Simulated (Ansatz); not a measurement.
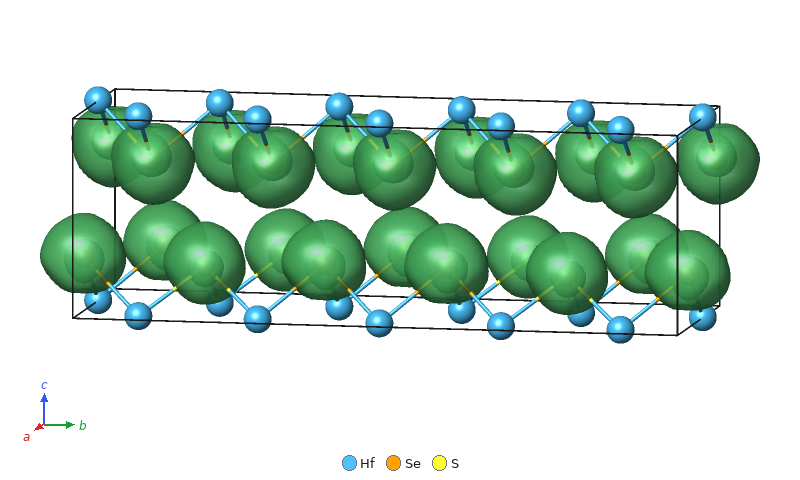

Hf5Se8S2. Isosurface of the electron localisation function at 0.7 (green), seen slightly off an axis. Only the valence region is drawn (cores and ρ < 0.01 e/Å³ removed). Sticks mark near contacts.

Space group Cm; a generated structure, not necessarily the stable one.

All numbers below come from DFT PBE+D3(BJ), scalar-relativistic, plane waves, PAW in Ansatz 0.2.0.

In a PAW calculation such maps are meaningful between the atoms, not at the nuclei.

Q: What do the ELF domains correspond to?

A: The ELF exceeds this value in four regions wrapped around S (the valence shell of each) and 16 regions wrapped around Se (the valence shell of each), counted in one cell of 30 atoms. Regions shared between cells count once. Profiles from the grid: Hf–S (2.54 Å): the ELF peaks at about 0.85 in the valence shell of S, 0.8 Å from its nucleus, and is about 0.40 at the midpoint. Hf–Se (2.66 Å): the ELF is about 0.45 at the midpoint.
